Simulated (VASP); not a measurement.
Shape and ions are relaxed at each volume.

Energy against volume of AlN (wurtzite). Level of theory: vdW-DF-cx, VASP's PBE PAW potentials (set 64) (plane waves; VASP).

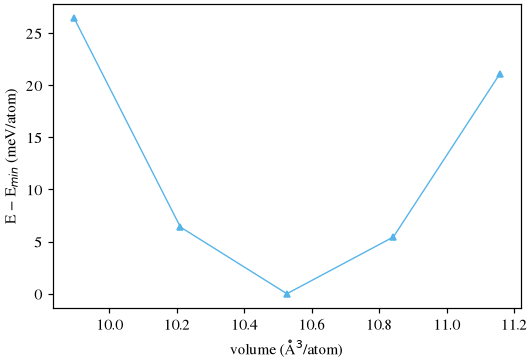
*Energy against volume*

Question: Estimate the equilibrium volume and the bulk modulus.

Answer: The minimum lies near 10.5 Å³/atom, and the curvature gives B0 of about 200 GPa.

Measured: bulk modulus 208 GPa (computed value off by -4.3 %), as given by J. Phys. Chem. B 108, 11506, doi 10.1021/jp048396e, abstract (bulk AlN value quoted). The calculation is for a static lattice, while the measured bulk modulus holds thermal and zero-point effects, which are part of the difference.

The compound is AlN in the wurtzite structure. It was relaxed first.
